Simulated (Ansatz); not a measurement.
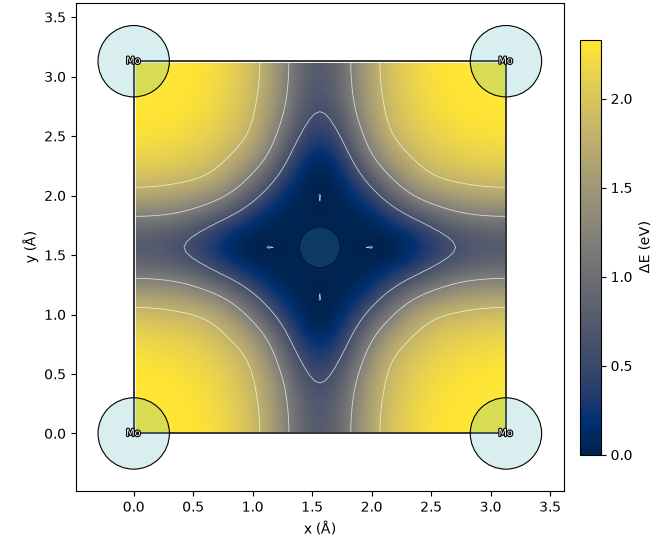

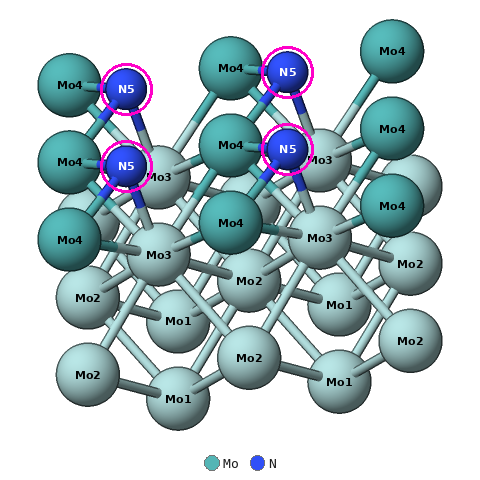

Energy landscape of N on a Mo(100) slab cut from the Im-3m phase, its upper half relaxed before the scan (4 atoms of substrate and one adsorbate in a 1 × 1 cell). N is moved over the surface cell; relaxed at each place: the height of the adsorbate's atoms; substrate rigid; the origin of the map has the adsorbate above Mo4. Places are given modulo a cell vector. The map is drawn in real space over the plane of the surface. The grid has 8 × 8 points; 15 points were computed and 49 follow by symmetry. All energies are given in eV relative to the lowest grid point. With one adsorbate in each 1 × 1 cell, its nearest image is 3.1 Å away, so neighbouring adsorbates interact. Theory: DFT PBEsol, scalar-relativistic, plane waves, PAW (Ansatz 0.2.0). Settings: cutoff 420 eV, k-mesh 9×9×1, gaussian smearing 0.1 eV, no spin polarisation.

Drawn: a smooth colour map with a few white contour lines, labelled circles for the atoms of the top layer and small ones for the second layer, the outline of one cell of the plane. Between grid points the surface is interpolated. The second picture is the structure at the lowest point; rings mark the moved atoms.

Q: Where are the wells?

A: The lowest grid point is at (3/8, 4/8) of the cell vectors [nearest 3 Mo at 2.05 Å]. The highest grid point, the top site over a surface Mo atom, (0/8, 0/8) of the cell vectors, lies 2.33 eV above the lowest. At the lowest point the adsorbate has 3 Mo at 2.05 Å as nearest neighbours, at the highest 1 Mo at 1.69 Å. Its relaxed height above the top atom is 0.63 Å at the lowest and 1.69 Å at the highest point.

The whole map (15 points run) took 18 min on 1 thread of Intel(R) Xeon(R) Platinum 8259CL CPU @ 2.50GHz (Skylake/Cascade Lake) (shared host).

PAW datasets: the set soft_1.
